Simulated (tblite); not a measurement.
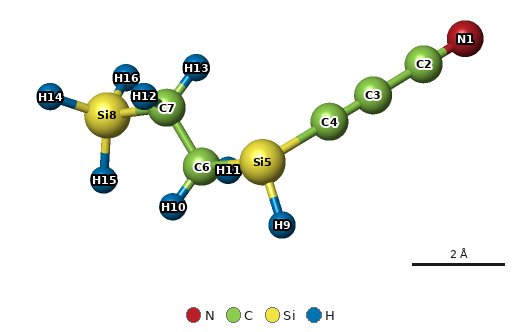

Figure 1. The starting structure (ball-and-stick view, seen at a tilt; atoms are numbered from 1 in the order of the input). Bond lengths as drawn: C–C 1.20 to 1.51 Å, C–H 1.10 to 1.13 Å, C–N 1.16 Å, C–Si 1.85 to 1.89 Å and H–Si 1.45 to 1.47 Å.

## C5H8NSi2: geometry relaxation (part 1 of 4)

The run: geometry relaxation of C5H8NSi2, multiplicity 2. Method and program: GFN2-xTB geometry optimisation, gas phase (tblite 0.8.0).

It belongs to a series of runs on one base structure; here: H removed from Si.

Log
```
step      E/eV     max force
  0    -570.64654    4.008
  1    -570.66536    5.000
  2    -570.85078    0.893
  3    -570.87653    2.312
  4    -570.92496    1.717
  5    -570.95538    0.793
  6    -570.97438    0.451
  7    -570.99703    0.720
  8    -571.02818    0.750
  9    -571.04870    0.466
 10    -571.06066    0.246
 11    -571.06898    0.276
 12    -571.07496    0.250
 13    -571.08038    0.234
 14    -571.08547    0.173
 15    -571.09062    0.267
 16    -571.09600    0.277
 17    -571.10143    0.187
 18    -571.10705    0.183
 19    -571.11277    0.227
 20    -571.11825    0.257
 21    -571.12361    0.221
 22    -571.12920    0.181
 23    -571.13560    0.259
 24    -571.14220    0.284
 25    -571.14741    0.193
 26    -571.15122    0.133
 27    -571.15452    0.148
 28    -571.15791    0.208
 29    -571.16040    0.269
 30    -571.16278    0.256
 31    -571.16487    0.109
 32    -571.16713    0.112
 33    -571.16866    0.184
 34    -571.17095    0.215
 35    -571.17276    0.162
 36    -571.17439    0.106
 37    -571.17603    0.140
 38    -571.17804    0.148
 39    -571.18005    0.148
 40    -571.18151    0.238
 41    -571.18218    0.154
 42    -571.18407    0.108
 43    -571.18528    0.090
 44    -571.18702    0.076
 45    -571.18833    0.090
 46    -571.19003    0.128
 47    -571.19186    0.135
 48    -571.19409    0.102
 49    -571.19564    0.098
 50    -571.19749    0.108
 51    -571.19900    0.114
 52    -571.20041    0.131
 53    -571.20183    0.091
 54    -571.20400    0.098
 55    -571.20594    0.093
 56    -571.20809    0.095
 57    -571.20911    0.068
 58    -571.20966    0.069
 59    -571.21026    0.069
 60    -571.21124    0.088
 61    -571.21280    0.086
 62    -571.21379    0.074
 63    -571.21440    0.063
 64    -571.21512    0.081
 65    -571.21626    0.113
 66    -571.21762    0.104
 67    -571.21880    0.091
 68    -571.21969    0.091
 69    -571.22058    0.082
 70    -571.22175    0.104
 71    -571.22311    0.100
 72    -571.22425    0.081
 73    -571.22520    0.071
 74    -571.22631    0.126
 75    -571.22787    0.145
 76    -571.22965    0.125
 77    -571.23120    0.083
 78    -571.23216    0.073
 79    -571.23300    0.071
 80    -571.23378    0.074
 81    -571.23463    0.067
 82    -571.23556    0.072
 83    -571.23676    0.098
 84    -571.23803    0.110
 85    -571.23935    0.110
 86    -571.24027    0.083
 87    -571.24103    0.055
 88    -571.24142    0.057
 89    -571.24195    0.084
 90    -571.24243    0.072
 91    -571.24311    0.087
 92    -571.24389    0.092
 93    -571.24460    0.061
 94    -571.24503    0.064
 95    -571.24530    0.051
 96    -571.24559    0.055
 97    -571.24601    0.066
 98    -571.24654    0.064
 99    -571.24705    0.055
100    -571.24746    0.054
101    -571.24784    0.066
102    -571.24823    0.055
103    -571.24863    0.070
104    -571.24905    0.058
105    -571.24942    0.040
106    -571.24970    0.043
107    -571.24993    0.097
108    -571.25021    0.057
109    -571.25056    0.047
110    -571.25141    0.081
111    -571.25170    0.043
112    -571.25189    0.021
113    -571.25197    0.022
114    -571.25205    0.025
115    -571.25219    0.031
116    -571.25237    0.034
117    -571.25255    0.026
118    -571.25264    0.018
119    -571.25269    0.018
120    -571.25276    0.020
121    -571.25290    0.025
122    -571.25310    0.029
123    -571.25333    0.033
124    -571.25350    0.037
125    -571.25362    0.034
126    -571.25373    0.025
127    -571.25385    0.021
128    -571.25395    0.020
129    -571.25402    0.017
130    -571.25406    0.015
131    -571.25409    0.012
132    -571.25412    0.012
133    -571.25414    0.015
134    -571.25417    0.017
135    -571.25420    0.013
136    -571.25421    0.006
```

Trajectory as extended XYZ (Å, eV, eV/Å), 50 of the 137 frames kept, from step=0 to step=136
```
16
Properties=species:S:1:pos:R:3:forces:R:3 step=0 energy=-570.64654
N     4.4678    2.5046   -2.0366   -0.9600  -1.1270   0.8810
C     3.8409    1.7464   -1.4160   -0.2820  -0.4690   0.5030
C     3.0900    0.8189   -0.6434    2.1150   2.6870  -2.0910
C     2.4134    0.0445   -0.0228   -1.1210  -1.3800   1.0850
Si    1.3908   -1.1521    0.9550    0.5090  -0.1890  -0.7770
C    -0.4119   -1.0118    0.3918    0.9690   0.4610  -0.6050
C    -1.0811    0.1612    1.0631    0.0470   0.6920   1.4150
Si   -2.8518    0.2346    0.4730   -0.6120   0.2960  -0.2180
H     1.8365   -2.4962    0.5666    0.2580  -0.0040   0.2690
H    -0.9475   -1.9591    0.5288    0.0670   0.3960  -0.0820
H    -0.3385   -0.7601   -0.7010   -0.3300  -0.5340   0.7200
H    -1.0605    0.0693    2.1916    0.0830  -0.0970  -1.0350
H    -0.5664    1.1275    0.8632   -0.0700  -0.7280  -0.0350
H    -3.6911    0.3346    1.6475   -0.3470   0.1100   0.1910
H    -3.1226   -1.0383   -0.1834   -0.1750  -0.0390  -0.1680
H    -2.9757    1.3849   -0.4214   -0.1530  -0.0740  -0.0530
16
Properties=species:S:1:pos:R:3:forces:R:3 step=3 energy=-570.87653
N     4.4431    2.4760   -2.0150    0.8480   1.0400  -0.8990
C     3.8343    1.7342   -1.4009   -1.1920  -1.4720   1.3260
C     3.1014    0.8407   -0.6556    0.7680   1.0040  -0.6960
C     2.4249    0.0525   -0.0314   -0.5880  -0.8290   0.5630
Si    1.4138   -1.1580    0.9204    0.4200   0.0770  -0.5450
C    -0.3875   -0.9937    0.3887    0.1290   0.2110   0.1940
C    -1.0841    0.1742    1.0883   -0.1370  -0.0850  -0.1800
Si   -2.8702    0.2432    0.4699   -0.1580   0.0270   0.0900
H     1.8500   -2.5008    0.5792    0.3210  -0.2190   0.1860
H    -0.9400   -1.9369    0.5253    0.2030   0.3720   0.0240
H    -0.3519   -0.7777   -0.6835   -0.2100  -0.1430   0.0120
H    -1.0558    0.0633    2.1700    0.0790  -0.1310   0.0820
H    -0.5654    1.1066    0.8622    0.0960  -0.0600  -0.0110
H    -3.7068    0.3397    1.6547   -0.2750   0.0990   0.0690
H    -3.1303   -1.0383   -0.1902   -0.1450   0.0780  -0.0950
H    -2.9831    1.3841   -0.4259   -0.1610   0.0320  -0.1200
16
Properties=species:S:1:pos:R:3:forces:R:3 step=6 energy=-570.97438
N     4.4369    2.4689   -2.0132    0.1260   0.1320  -0.1360
C     3.8260    1.7224   -1.3799    0.1170   0.2130  -0.0680
C     3.1040    0.8546   -0.6524   -0.1280  -0.1540   0.2580
C     2.4299    0.0420   -0.0338    0.2920   0.1770  -0.2700
Si    1.4488   -1.1636    0.8641   -0.2040  -0.4020   0.0020
C    -0.3688   -0.9718    0.4000   -0.0240  -0.0390  -0.1470
C    -1.0940    0.1740    1.0857    0.0750   0.0580   0.0480
Si   -2.8904    0.2490    0.4760   -0.0360   0.0270   0.0510
H     1.8833   -2.5220    0.6024    0.2600  -0.1960   0.1800
H    -0.9206   -1.9021    0.5295    0.0730  -0.0960   0.2210
H    -0.3735   -0.7941   -0.6771   -0.0750   0.0650  -0.1180
H    -1.0485    0.0505    2.1685   -0.0160  -0.0440   0.0310
H    -0.5584    1.0958    0.8614   -0.0310   0.1110   0.0280
H    -3.7360    0.3502    1.6622   -0.1590   0.0770  -0.0390
H    -3.1461   -1.0303   -0.2003   -0.1320   0.1230  -0.0270
H    -3.0002    1.3853   -0.4369   -0.1390  -0.0510  -0.0140
16
Properties=species:S:1:pos:R:3:forces:R:3 step=8 energy=-571.02818
N     4.4409    2.4718   -2.0224    0.3640   0.4200  -0.3580
C     3.8357    1.7407   -1.3721   -0.3490  -0.3170   0.3690
C     3.1101    0.8711   -0.6372   -0.0670  -0.1570   0.1790
C     2.4449    0.0251   -0.0457    0.4830   0.3870  -0.4230
Si    1.4639   -1.2063    0.8085   -0.0850  -0.1870   0.1210
C    -0.3544   -0.9560    0.3933   -0.2650  -0.1610  -0.1270
C    -1.0959    0.1792    1.0881    0.1220   0.0210   0.0120
Si   -2.9126    0.2569    0.4880    0.1710   0.0770   0.0220
H     1.9443   -2.5649    0.6439    0.1220  -0.1070   0.1360
H    -0.8948   -1.8808    0.5584   -0.0920  -0.3250   0.1790
H    -0.4023   -0.8023   -0.6843   -0.0270   0.1230  -0.1770
H    -1.0435    0.0338    2.1707   -0.0290   0.0460  -0.0510
H    -0.5550    1.0993    0.8639   -0.1340   0.1380   0.1040
H    -3.7810    0.3689    1.6642   -0.0200   0.0500  -0.1150
H    -3.1759   -1.0087   -0.2126   -0.1020   0.0880   0.0340
H    -3.0320    1.3810   -0.4489   -0.0910  -0.0950   0.0940
16
Properties=species:S:1:pos:R:3:forces:R:3 step=11 energy=-571.06898
N     4.4519    2.4824   -2.0348   -0.1100  -0.0980   0.1590
C     3.8415    1.7626   -1.3643    0.0690   0.0940  -0.0650
C     3.1251    0.8870   -0.6238    0.1240   0.1000  -0.0620
C     2.4724    0.0113   -0.0683   -0.0150  -0.2110   0.0040
Si    1.4730   -1.2422    0.7709    0.0960   0.2060  -0.1570
C    -0.3634   -0.9637    0.3768    0.0380  -0.1090   0.0320
C    -1.0884    0.1819    1.0883   -0.0050  -0.0820  -0.0520
Si   -2.9128    0.2672    0.4997    0.0620  -0.0120  -0.0020
H     1.9990   -2.6026    0.6879   -0.0400   0.1290   0.1000
H    -0.8865   -1.8954    0.5943   -0.1040  -0.0710  -0.0730
H    -0.4278   -0.7983   -0.7037   -0.0820  -0.0750   0.0530
H    -1.0419    0.0266    2.1690    0.0220   0.0340  -0.0380
H    -0.5646    1.1164    0.8762   -0.0580  -0.0110   0.0610
H    -3.8135    0.3878    1.6525    0.0710   0.0400  -0.0850
H    -3.2074   -0.9828   -0.2162   -0.0420   0.0370   0.0710
H    -3.0641    1.3708   -0.4485   -0.0260   0.0270   0.0540
16
Properties=species:S:1:pos:R:3:forces:R:3 step=14 energy=-571.08547
N     4.4528    2.4884   -2.0291    0.0520   0.1270  -0.0330
C     3.8427    1.7705   -1.3595    0.0960   0.0600  -0.0350
C     3.1393    0.8948   -0.6195   -0.0340  -0.0680   0.0560
C     2.4953   -0.0053   -0.0899    0.0730  -0.0010  -0.0900
Si    1.4824   -1.2325    0.7428   -0.1470  -0.0900  -0.0140
C    -0.3663   -0.9830    0.3741    0.0120   0.0390   0.0080
C    -1.0841    0.1719    1.0831   -0.0140  -0.0250   0.0420
Si   -2.9026    0.2702    0.5016   -0.0720  -0.0080  -0.0470
H     2.0095   -2.5941    0.7182   -0.0420   0.1240   0.1020
H    -0.8991   -1.9138    0.5961    0.0440   0.0720  -0.0760
H    -0.4472   -0.8078   -0.7043   -0.0490  -0.1410   0.0440
H    -1.0389    0.0290    2.1632    0.0130  -0.0620   0.0570
H    -0.5770    1.1199    0.8885    0.0530  -0.0990  -0.0700
H    -3.8127    0.4002    1.6369    0.0210   0.0480   0.0570
H    -3.2241   -0.9707   -0.2067   -0.0240  -0.0640   0.0090
H    -3.0776    1.3714   -0.4392    0.0200   0.0890  -0.0090
16
Properties=species:S:1:pos:R:3:forces:R:3 step=17 energy=-571.10143
N     4.4588    2.5126   -2.0251    0.0680   0.1480  -0.0330
C     3.8586    1.7872   -1.3544   -0.0270  -0.1040   0.0880
C     3.1591    0.9046   -0.6125    0.0280  -0.0370  -0.0630
C     2.5296   -0.0332   -0.1259    0.0440   0.1240  -0.0890
Si    1.4807   -1.2342    0.6943    0.0010   0.0630   0.0750
C    -0.3679   -0.9937    0.3723   -0.1740   0.0190  -0.0670
C    -1.0852    0.1580    1.0843   -0.0660   0.0450   0.0340
Si   -2.9073    0.2751    0.4987   -0.0350   0.0340   0.0050
H     2.0257   -2.5745    0.7779   -0.0150  -0.0650   0.0910
H    -0.9017   -1.9193    0.5914    0.0240  -0.1050   0.0980
H    -0.4831   -0.8436   -0.7014    0.0060   0.0220  -0.1600
H    -1.0324    0.0172    2.1653   -0.0300  -0.0770   0.0260
H    -0.5799    1.1059    0.8902    0.0810  -0.0570  -0.0860
H    -3.8166    0.4258    1.6308    0.0210   0.0320   0.0970
H    -3.2524   -0.9652   -0.1975   -0.0010  -0.0710  -0.0150
H    -3.0939    1.3861   -0.4325    0.0760   0.0270  -0.0020
16
Properties=species:S:1:pos:R:3:forces:R:3 step=19 energy=-571.11277
N     4.4655    2.5409   -2.0193   -0.0850  -0.0640   0.1600
C     3.8765    1.7987   -1.3525    0.0470   0.0120  -0.0260
C     3.1774    0.9076   -0.6158    0.1230   0.0650  -0.1790
C     2.5527   -0.0475   -0.1562   -0.1720  -0.0320   0.0650
Si    1.4729   -1.2257    0.6721    0.1290   0.1820  -0.0170
C    -0.3843   -1.0026    0.3651   -0.0130  -0.0610  -0.0710
C    -1.0918    0.1497    1.0881   -0.0490  -0.0150  -0.0820
Si   -2.9129    0.2795    0.4948   -0.0440   0.0020   0.0640
H     2.0269   -2.5565    0.8273   -0.0340  -0.0530   0.0780
H    -0.9040   -1.9346    0.5916    0.0060  -0.0920   0.1340
H    -0.5068   -0.8697   -0.7112   -0.0270   0.0990  -0.1120
H    -1.0309    0.0026    2.1703   -0.0470  -0.0380  -0.0820
H    -0.5741    1.0884    0.8820    0.0400  -0.0300  -0.0190
H    -3.8106    0.4464    1.6356    0.0150   0.0170   0.0750
H    -3.2699   -0.9707   -0.1894    0.0230   0.0420   0.0170
H    -3.0944    1.4023   -0.4264    0.0870  -0.0340  -0.0030
16
Properties=species:S:1:pos:R:3:forces:R:3 step=22 energy=-571.12920
N     4.4707    2.5759   -1.9982    0.0240   0.0250   0.0580
C     3.8980    1.8040   -1.3528    0.0380   0.0540  -0.0480
C     3.2008    0.9002   -0.6390   -0.0190  -0.0920  -0.0410
C     2.5575   -0.0473   -0.1860   -0.1140   0.0460   0.0350
Si    1.4663   -1.1928    0.6660   -0.0520  -0.1170  -0.0370
C    -0.4051   -1.0214    0.3485    0.1660  -0.0310  -0.0040
C    -1.1032    0.1363    1.0801    0.0790  -0.1000  -0.1280
Si   -2.9227    0.2828    0.4961    0.0120   0.0020   0.0630
H     2.0056   -2.5306    0.8821   -0.0520   0.1040   0.0580
H    -0.9063   -1.9631    0.6019    0.0760   0.0960  -0.0160
H    -0.5286   -0.8845   -0.7330   -0.0620  -0.0100   0.1160
H    -1.0383   -0.0171    2.1632   -0.0340  -0.0100  -0.1560
H    -0.5610    1.0610    0.8665   -0.0590  -0.0150   0.0380
H    -3.7919    0.4665    1.6560   -0.0280   0.0110   0.0420
H    -3.2773   -0.9776   -0.1763   -0.0110   0.1180   0.0290
H    -3.0718    1.4166   -0.4190    0.0350  -0.0780  -0.0070
16
Properties=species:S:1:pos:R:3:forces:R:3 step=25 energy=-571.14741
N     4.4828    2.6256   -1.9641    0.1000   0.0880  -0.0060
C     3.9265    1.8167   -1.3515   -0.0630  -0.0650   0.0250
C     3.2317    0.8846   -0.6725   -0.0760  -0.0810  -0.0180
C     2.5552   -0.0447   -0.2252    0.0050   0.1230  -0.0170
Si    1.4627   -1.1785    0.6297   -0.0140  -0.1920  -0.0040
C    -0.4056   -1.0467    0.3265   -0.0640   0.0550   0.0040
C    -1.1065    0.1068    1.0522    0.0260   0.0680   0.0600
Si   -2.9346    0.2914    0.5114    0.0950   0.0260   0.0210
H     1.9897   -2.4921    0.9760   -0.0120   0.0980   0.0350
H    -0.8927   -1.9820    0.6182    0.0620  -0.0130  -0.0930
H    -0.5756   -0.9111   -0.7455    0.0380  -0.1230  -0.0020
H    -1.0497   -0.0482    2.1306    0.0260  -0.0530   0.0470
H    -0.5559    1.0272    0.8558   -0.0470   0.0890  -0.0220
H    -3.7847    0.5002    1.6848    0.0190  -0.0020  -0.0190
H    -3.3009   -0.9606   -0.1578   -0.0800   0.0260   0.0000
H    -3.0500    1.4204   -0.4125   -0.0150  -0.0460  -0.0090
16
Properties=species:S:1:pos:R:3:forces:R:3 step=28 energy=-571.15791
N     4.4991    2.6630   -1.9360   -0.0490  -0.1410   0.1450
C     3.9441    1.8292   -1.3507    0.0080   0.0320  -0.0470
C     3.2503    0.8759   -0.6961    0.0190   0.1040  -0.1320
C     2.5588   -0.0452   -0.2555   -0.1360  -0.0760   0.1140
Si    1.4636   -1.1945    0.5823    0.0220   0.1540  -0.1010
C    -0.4101   -1.0586    0.3125    0.0020  -0.0200  -0.0240
C    -1.1043    0.0944    1.0442   -0.0030   0.0240   0.0480
Si   -2.9324    0.3009    0.5236   -0.0360  -0.0260  -0.0240
H     1.9916   -2.4558    1.0581    0.0430  -0.0420   0.0470
H    -0.8771   -1.9972    0.6176   -0.0260  -0.0670   0.0090
H    -0.6112   -0.9535   -0.7544    0.0600  -0.0100  -0.1070
H    -1.0487   -0.0770    2.1189    0.0720   0.0000   0.0880
H    -0.5614    1.0192    0.8500    0.0170   0.0600   0.0100
H    -3.7825    0.5288    1.6946    0.0560  -0.0060  -0.0140
H    -3.3384   -0.9401   -0.1440   -0.0500   0.0060   0.0160
H    -3.0487    1.4193   -0.4091    0.0030   0.0070  -0.0300
```
